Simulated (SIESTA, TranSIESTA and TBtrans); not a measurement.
System: Ru chain with a Ru atom beside one bond. Leads: straight Ru chain, spacing 2.25 Å. Geometry: 3 atoms about the centre moved by SIESTA (PBE, DZP) to a largest force of 0.04 eV/Å, all others as built. Transport runs along z; the first 6 and the last 6 of the 23 atoms are the lead cells, repeated to infinity.

```xyz
23
Lattice="9.000 0.000 0.000 0.000 9.000 0.000 0.000 0.000 49.500" Properties=species:S:1:pos:R:3 pbc="F F T"
Ru     4.500     4.500     0.000
Ru     4.500     4.500     2.250
Ru     4.500     4.500     4.500
Ru     4.500     4.500     6.750
Ru     4.500     4.500     9.000
Ru     4.500     4.500    11.250
Ru     4.500     4.500    13.500
Ru     4.500     4.500    15.750
Ru     4.500     4.500    18.000
Ru     4.500     4.500    20.250
Ru     4.695     4.500    22.449
Ru     4.706     4.500    24.803
Ru     4.500     4.500    27.000
Ru     4.500     4.500    29.250
Ru     4.500     4.500    31.500
Ru     4.500     4.500    33.750
Ru     6.767     4.500    23.620
Ru     4.500     4.500    36.000
Ru     4.500     4.500    38.250
Ru     4.500     4.500    40.500
Ru     4.500     4.500    42.750
Ru     4.500     4.500    45.000
Ru     4.500     4.500    47.250
```
Starting moments (μB): atom 7 +1.5, atom 8 +1.5, atom 9 +1.5, atom 10 +1.5, atom 11 +1.5, atom 12 +1.5, atom 13 +1.5, atom 14 +1.5, atom 15 +1.5, atom 16 +1.5, atom 17 +1.5; lead atoms +1.5 (left) and +1.5 (right).

Computed with TranSIESTA and TBtrans, PBE, DZP numerical orbitals (energy shift 0.15 eV), PseudoDojo norm-conserving scalar-relativistic potentials, mesh cutoff 200 Ry, 300 K, spin-polarised (collinear), no spin-orbit coupling; self-consistent non-equilibrium Green functions.

Energies count from the leads' Fermi level. Transmissions are for each spin. The energy step is 0.01 eV; narrower resonances are cut or missed.

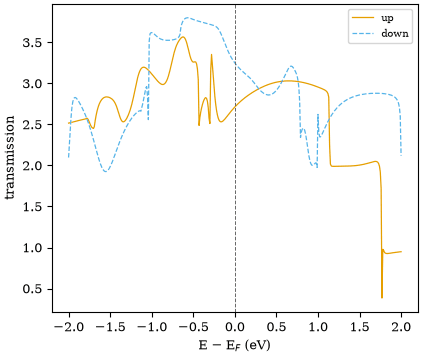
Figure. Transmission against energy

```tsv
E (eV)	T up	T down	lead channels up	down
-2.00	2.52	2.10	3	3
-1.80	2.57	2.62	3	3
-1.60	2.80	1.98	6	3
-1.40	2.65	2.25	6	3
-1.20	2.93	2.63	6	3
-1.00	3.12	3.62	6	4
-0.80	3.09	3.53	6	4
-0.60	3.55	3.79	6	band edge
-0.40	2.70	3.75	4	6
-0.20	2.58	3.67	4	6
0.00	2.71	3.25	4	6
0.20	2.88	3.05	4	6
0.40	2.99	2.86	4	6
0.60	3.03	3.09	4	6
0.80	3.02	2.41	4	4
1.00	2.96	2.62	4	4
1.20	1.99	2.67	3	4
1.40	1.99	2.83	3	4
1.60	2.03	2.88	3	4
1.80	0.94	2.88	1	4
2.00	0.95	2.12	1	3
```

The magnetic order of the leads was set by the start, and no other order was tried; the separate lead runs end at 1.33 (left) and 1.33 (right) μB an atom. The straight chain is held at its spacing; free chains may zigzag or dimerise.
